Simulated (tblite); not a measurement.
**Geometry relaxation, with input and output: C$_{3}$H$_{11}$ClSi$_{3}$ (part 4 of 4)**

Continued. System: C$_{3}$H$_{11}$ClSi$_{3}$. Method: GFN2-xTB geometry optimisation, gas phase (tblite 0.8.0). It belongs to a series of runs on one base structure; here: C replaced by Si.

Geometry of the input (Å):
```
C  -1.7732  -1.2163  -0.8773
Si -1.1838  -0.3405  0.6038
Si -0.9545  1.8974  0.3229
C  0.7604  1.6116  -0.4494
Si 1.0606  0.0214  0.5942
C  1.9911  -1.2049  -0.3883
Cl 2.0113  -2.7604  0.4642
H  -2.8584  -1.0959  -0.9883
H  -1.5697  -2.2904  -0.8210
H  -1.3227  -0.8434  -1.7921
H  -1.7753  -0.7904  1.9047
H  -1.9281  2.4794  -0.6503
H  -0.9003  2.6603  1.6056
H  0.7259  1.4128  -1.5202
H  1.4749  2.4133  -0.2411
H  1.6318  0.3391  1.9361
H  3.0393  -0.9020  -0.5265
H  1.5619  -1.3848  -1.3748
```

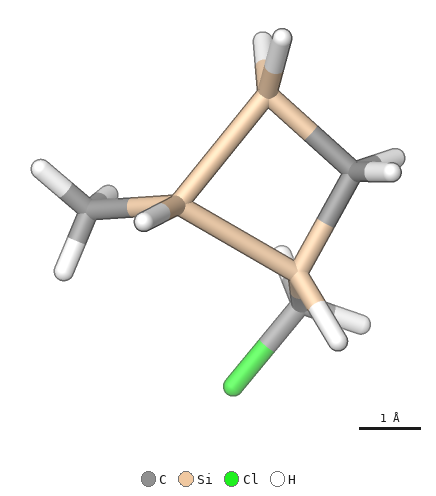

Fig. 1: The geometry at step 134 of the log (stick view, seen at a tilt).

## Trajectory as extended XYZ, continued
```
18
Properties=species:S:1:pos:R:3:forces:R:3 step=117 energy=-590.50313
C    -2.0090   -1.5541   -0.5261    0.0140  -0.0050  -0.0010
Si   -1.2274   -0.2573    0.6299   -0.0030  -0.0090   0.0050
Si   -0.9323    1.9247   -0.2072    0.0140   0.0000   0.0030
C     0.9362    1.7571    0.2642   -0.0040   0.0040  -0.0090
Si    1.1170   -0.1122    0.7169    0.0050  -0.0010   0.0010
C     1.9692   -0.9778   -0.7699   -0.0100   0.0070  -0.0160
Cl    1.8781   -2.7471   -0.5516   -0.0020  -0.0070   0.0020
H    -3.0870   -1.4305   -0.5842    0.0040  -0.0150  -0.0080
H    -1.8087   -2.5628   -0.1768   -0.0140  -0.0050   0.0230
H    -1.6113   -1.4776   -1.5333    0.0000   0.0150  -0.0190
H    -1.9164   -0.4058    1.9280    0.0050   0.0080  -0.0030
H    -1.0724    2.1308   -1.6565    0.0000   0.0080  -0.0060
H    -1.5429    3.1108    0.4048   -0.0020  -0.0020   0.0100
H     1.6132    2.0941   -0.5189   -0.0040  -0.0060   0.0100
H     1.1635    2.3764    1.1304    0.0020   0.0030  -0.0040
H     2.0280   -0.3709    1.8414    0.0060   0.0090   0.0270
H     3.0234   -0.7338   -0.8791   -0.0090  -0.0020   0.0160
H     1.4701   -0.7577   -1.7098   -0.0020  -0.0030  -0.0320
18
Properties=species:S:1:pos:R:3:forces:R:3 step=120 energy=-590.50358
C    -2.0067   -1.5574   -0.5268    0.0010  -0.0020   0.0020
Si   -1.2240   -0.2590    0.6261   -0.0040   0.0080   0.0070
Si   -0.9312    1.9249   -0.2087    0.0090  -0.0150   0.0130
C     0.9355    1.7595    0.2659    0.0070  -0.0120   0.0100
Si    1.1203   -0.1107    0.7164   -0.0060   0.0180   0.0080
C     1.9649   -0.9772   -0.7739   -0.0030  -0.0100   0.0100
Cl    1.8645   -2.7456   -0.5474   -0.0030  -0.0060  -0.0100
H    -3.0844   -1.4339   -0.5865   -0.0040  -0.0010  -0.0060
H    -1.8106   -2.5644   -0.1706    0.0040  -0.0100   0.0020
H    -1.6090   -1.4831   -1.5344    0.0060  -0.0050  -0.0070
H    -1.9142   -0.4035    1.9237    0.0030   0.0060   0.0030
H    -1.0672    2.1378   -1.6565   -0.0040   0.0090  -0.0200
H    -1.5457    3.1058    0.4080   -0.0060   0.0070   0.0130
H     1.6141    2.0994   -0.5136    0.0070   0.0000  -0.0110
H     1.1604    2.3770    1.1339   -0.0010   0.0060   0.0030
H     2.0340   -0.3654    1.8417   -0.0080   0.0060  -0.0020
H     3.0208   -0.7406   -0.8789    0.0050   0.0050   0.0010
H     1.4698   -0.7574   -1.7162   -0.0020  -0.0020  -0.0140
18
Properties=species:S:1:pos:R:3:forces:R:3 step=124 energy=-590.50379
C    -2.0051   -1.5560   -0.5302   -0.0010  -0.0020   0.0040
Si   -1.2243   -0.2590    0.6265   -0.0040  -0.0040  -0.0030
Si   -0.9340    1.9241   -0.2061    0.0000   0.0130  -0.0010
C     0.9354    1.7592    0.2600    0.0000   0.0050  -0.0070
Si    1.1201   -0.1088    0.7144   -0.0030  -0.0060  -0.0050
C     1.9675   -0.9821   -0.7715    0.0000   0.0050   0.0010
Cl    1.8673   -2.7488   -0.5358    0.0020  -0.0140  -0.0050
H    -3.0830   -1.4333   -0.5911    0.0000  -0.0010  -0.0020
H    -1.8088   -2.5640   -0.1759    0.0040   0.0000  -0.0050
H    -1.6069   -1.4783   -1.5378    0.0050  -0.0090   0.0090
H    -1.9136   -0.3998    1.9250    0.0010  -0.0020  -0.0030
H    -1.0812    2.1518   -1.6519    0.0020   0.0020   0.0040
H    -1.5439    3.0994    0.4268   -0.0060   0.0050   0.0050
H     1.6097    2.0969   -0.5245    0.0050  -0.0040  -0.0010
H     1.1634    2.3799    1.1248    0.0040   0.0040   0.0000
H     2.0302   -0.3611    1.8426   -0.0010   0.0050   0.0020
H     3.0236   -0.7441   -0.8760   -0.0080  -0.0040   0.0050
H     1.4748   -0.7695   -1.7172   -0.0010   0.0060   0.0020
18
Properties=species:S:1:pos:R:3:forces:R:3 step=127 energy=-590.50391
C    -2.0025   -1.5569   -0.5313    0.0000  -0.0060  -0.0030
Si   -1.2239   -0.2589    0.6250    0.0010   0.0100  -0.0050
Si   -0.9354    1.9272   -0.2027   -0.0070   0.0060  -0.0060
C     0.9351    1.7614    0.2569   -0.0040   0.0060   0.0020
Si    1.1196   -0.1067    0.7113   -0.0020  -0.0050   0.0020
C     1.9664   -0.9855   -0.7710   -0.0010  -0.0130  -0.0040
Cl    1.8620   -2.7520   -0.5306   -0.0010  -0.0020  -0.0050
H    -3.0801   -1.4339   -0.5956   -0.0050  -0.0030   0.0030
H    -1.8063   -2.5646   -0.1770   -0.0010  -0.0050   0.0080
H    -1.6022   -1.4817   -1.5379    0.0110   0.0020  -0.0050
H    -1.9121   -0.3992    1.9236   -0.0040  -0.0050   0.0040
H    -1.0857    2.1579   -1.6474   -0.0010   0.0060   0.0030
H    -1.5439    3.0998    0.4371   -0.0040   0.0020   0.0000
H     1.6073    2.1006   -0.5287    0.0050  -0.0080  -0.0010
H     1.1640    2.3817    1.1219    0.0100   0.0000  -0.0010
H     2.0289   -0.3566    1.8405    0.0010   0.0040   0.0030
H     3.0230   -0.7513   -0.8732    0.0070   0.0020   0.0020
H     1.4772   -0.7750   -1.7189   -0.0050   0.0090   0.0040
18
Properties=species:S:1:pos:R:3:forces:R:3 step=130 energy=-590.50407
C    -2.0019   -1.5576   -0.5333    0.0070   0.0000  -0.0060
Si   -1.2255   -0.2577    0.6231    0.0020   0.0080  -0.0010
Si   -0.9372    1.9312   -0.2000   -0.0060  -0.0050   0.0020
C     0.9345    1.7623    0.2527   -0.0020  -0.0130   0.0070
Si    1.1181   -0.1059    0.7098   -0.0020  -0.0020   0.0050
C     1.9664   -0.9899   -0.7694   -0.0010   0.0000   0.0040
Cl    1.8606   -2.7563   -0.5255    0.0010   0.0140  -0.0100
H    -3.0797   -1.4356   -0.6007    0.0110  -0.0080   0.0010
H    -1.8042   -2.5650   -0.1785   -0.0090  -0.0010   0.0120
H    -1.5972   -1.4824   -1.5383    0.0000   0.0030  -0.0060
H    -1.9120   -0.4022    1.9224   -0.0040  -0.0020   0.0000
H    -1.0914    2.1694   -1.6427   -0.0050   0.0080  -0.0020
H    -1.5450    3.0984    0.4506   -0.0010   0.0010  -0.0050
H     1.6062    2.0957   -0.5356    0.0010   0.0040  -0.0080
H     1.1683    2.3841    1.1152    0.0130   0.0020   0.0000
H     2.0288   -0.3482    1.8401   -0.0040   0.0000  -0.0020
H     3.0233   -0.7548   -0.8694    0.0020  -0.0080   0.0000
H     1.4792   -0.7792   -1.7184   -0.0030  -0.0020   0.0080
18
Properties=species:S:1:pos:R:3:forces:R:3 step=134 energy=-590.50430
C    -1.9940   -1.5564   -0.5356    0.0000   0.0000   0.0040
Si   -1.2286   -0.2545    0.6263   -0.0010  -0.0170   0.0030
Si   -0.9415    1.9332   -0.1958    0.0080   0.0040   0.0050
C     0.9321    1.7609    0.2485    0.0100   0.0020  -0.0070
Si    1.1154   -0.1060    0.7108    0.0030   0.0020   0.0000
C     1.9647   -0.9944   -0.7663   -0.0030   0.0100   0.0050
Cl    1.8513   -2.7606   -0.5295   -0.0030  -0.0020   0.0020
H    -3.0712   -1.4367   -0.6120   -0.0010   0.0020  -0.0010
H    -1.7999   -2.5634   -0.1773    0.0040   0.0040   0.0020
H    -1.5811   -1.4803   -1.5372    0.0000  -0.0060   0.0000
H    -1.9164   -0.4031    1.9250   -0.0010  -0.0020  -0.0100
H    -1.1006    2.1791   -1.6364   -0.0080   0.0050  -0.0060
H    -1.5462    3.0977    0.4623   -0.0020   0.0040  -0.0030
H     1.5998    2.0877   -0.5465   -0.0060   0.0030  -0.0020
H     1.1748    2.3877    1.1052    0.0070  -0.0070  -0.0020
H     2.0295   -0.3392    1.8395    0.0000  -0.0080   0.0090
H     3.0234   -0.7648   -0.8633   -0.0090   0.0000  -0.0020
H     1.4797   -0.7804   -1.7156    0.0040   0.0070   0.0020
18
Properties=species:S:1:pos:R:3:forces:R:3 step=137 energy=-590.50441
C    -1.9886   -1.5586   -0.5346   -0.0030  -0.0030  -0.0010
Si   -1.2276   -0.2546    0.6269    0.0030   0.0050  -0.0030
Si   -0.9409    1.9348   -0.1964    0.0020  -0.0030   0.0020
C     0.9326    1.7621    0.2492    0.0000   0.0020   0.0010
Si    1.1156   -0.1046    0.7123    0.0020   0.0030   0.0030
C     1.9596   -0.9939   -0.7663    0.0000  -0.0080  -0.0040
Cl    1.8345   -2.7607   -0.5380   -0.0080  -0.0020   0.0060
H    -3.0652   -1.4388   -0.6177   -0.0030   0.0060  -0.0020
H    -1.7978   -2.5643   -0.1713    0.0070  -0.0040   0.0030
H    -1.5698   -1.4869   -1.5341   -0.0010  -0.0060   0.0000
H    -1.9159   -0.4037    1.9245   -0.0080  -0.0020   0.0000
H    -1.1009    2.1799   -1.6376   -0.0040   0.0020   0.0020
H    -1.5463    3.1007    0.4594    0.0020  -0.0030  -0.0030
H     1.6014    2.0911   -0.5435   -0.0010   0.0020  -0.0110
H     1.1732    2.3871    1.1075    0.0080   0.0000   0.0030
H     2.0308   -0.3369    1.8402    0.0010  -0.0100   0.0070
H     3.0198   -0.7734   -0.8631    0.0060   0.0130   0.0010
H     1.4768   -0.7729   -1.7150   -0.0020   0.0100  -0.0030
18
Properties=species:S:1:pos:R:3:forces:R:3 step=140 energy=-590.50456
C    -1.9856   -1.5588   -0.5372    0.0000   0.0000   0.0010
Si   -1.2276   -0.2551    0.6266    0.0000   0.0120  -0.0010
Si   -0.9424    1.9364   -0.1930    0.0020  -0.0040  -0.0090
C     0.9336    1.7614    0.2434   -0.0100  -0.0070   0.0040
Si    1.1152   -0.1039    0.7137    0.0070   0.0010   0.0000
C     1.9592   -0.9967   -0.7630    0.0030   0.0070   0.0000
Cl    1.8306   -2.7630   -0.5343   -0.0030   0.0040   0.0020
H    -3.0620   -1.4385   -0.6239    0.0010  -0.0010   0.0020
H    -1.7945   -2.5636   -0.1717   -0.0030  -0.0050  -0.0020
H    -1.5641   -1.4883   -1.5356    0.0010  -0.0040   0.0000
H    -1.9183   -0.4073    1.9229   -0.0050   0.0000  -0.0040
H    -1.1116    2.1925   -1.6319    0.0020  -0.0070   0.0100
H    -1.5454    3.0993    0.4697    0.0020   0.0010   0.0060
H     1.5974    2.0861   -0.5552    0.0030  -0.0010  -0.0080
H     1.1815    2.3879    1.0982    0.0050   0.0120   0.0020
H     2.0285   -0.3332    1.8445   -0.0030  -0.0080  -0.0020
H     3.0195   -0.7758   -0.8597    0.0020   0.0000   0.0040
H     1.4772   -0.7732   -1.7115   -0.0040   0.0000  -0.0060
18
Properties=species:S:1:pos:R:3:forces:R:3 step=144 energy=-590.50466
C    -1.9824   -1.5581   -0.5393   -0.0010  -0.0020  -0.0020
Si   -1.2285   -0.2534    0.6266    0.0020  -0.0080  -0.0030
Si   -0.9446    1.9382   -0.1884   -0.0010   0.0020   0.0100
C     0.9329    1.7617    0.2391    0.0080   0.0020   0.0020
Si    1.1148   -0.1028    0.7134   -0.0030   0.0030  -0.0020
C     1.9597   -0.9985   -0.7607   -0.0020  -0.0020  -0.0020
Cl    1.8288   -2.7645   -0.5286   -0.0020   0.0050   0.0030
H    -3.0585   -1.4376   -0.6287   -0.0020  -0.0040   0.0040
H    -1.7919   -2.5632   -0.1736   -0.0050   0.0010   0.0010
H    -1.5591   -1.4885   -1.5371    0.0050   0.0010   0.0010
H    -1.9227   -0.4085    1.9206   -0.0040   0.0000  -0.0010
H    -1.1193    2.1987   -1.6246   -0.0010  -0.0010  -0.0080
H    -1.5456    3.0975    0.4824    0.0020   0.0030   0.0040
H     1.5899    2.0821   -0.5674    0.0050  -0.0080   0.0000
H     1.1914    2.3914    1.0888   -0.0060   0.0080  -0.0050
H     2.0267   -0.3314    1.8452   -0.0010  -0.0060   0.0000
H     3.0205   -0.7791   -0.8548    0.0020   0.0010  -0.0030
H     1.4792   -0.7776   -1.7109    0.0040   0.0040   0.0020
18
Properties=species:S:1:pos:R:3:forces:R:3 step=147 energy=-590.50477
C    -1.9788   -1.5591   -0.5398    0.0010  -0.0050   0.0000
Si   -1.2284   -0.2529    0.6264    0.0010  -0.0060   0.0020
Si   -0.9446    1.9395   -0.1865   -0.0030   0.0020   0.0070
C     0.9342    1.7628    0.2375   -0.0030   0.0030  -0.0010
Si    1.1149   -0.1008    0.7149   -0.0090  -0.0030   0.0000
C     1.9572   -0.9972   -0.7601   -0.0010  -0.0070  -0.0010
Cl    1.8172   -2.7628   -0.5297   -0.0010   0.0040   0.0000
H    -3.0547   -1.4397   -0.6338    0.0040   0.0040  -0.0050
H    -1.7908   -2.5633   -0.1709    0.0010  -0.0060   0.0050
H    -1.5491   -1.4924   -1.5350   -0.0070   0.0020  -0.0020
H    -1.9261   -0.4103    1.9181   -0.0020   0.0020   0.0030
H    -1.1242    2.1996   -1.6224    0.0020   0.0030  -0.0020
H    -1.5435    3.0979    0.4882    0.0040   0.0000  -0.0020
H     1.5893    2.0783   -0.5723    0.0050  -0.0030   0.0010
H     1.1953    2.3959    1.0838   -0.0030   0.0060  -0.0040
H     2.0255   -0.3330    1.8468    0.0020  -0.0020   0.0000
H     3.0192   -0.7836   -0.8530    0.0040   0.0040  -0.0040
H     1.4786   -0.7724   -1.7102    0.0040   0.0020   0.0020
```

## Key numbers

| quantity | value |
| --- | --- |
| outcome | converged |
| total energy | −590.5048 eV |
| hardware | 1 CPU thread, shared host |
| wall time | 2.6 s |
| peak memory | 0.18 GiB |
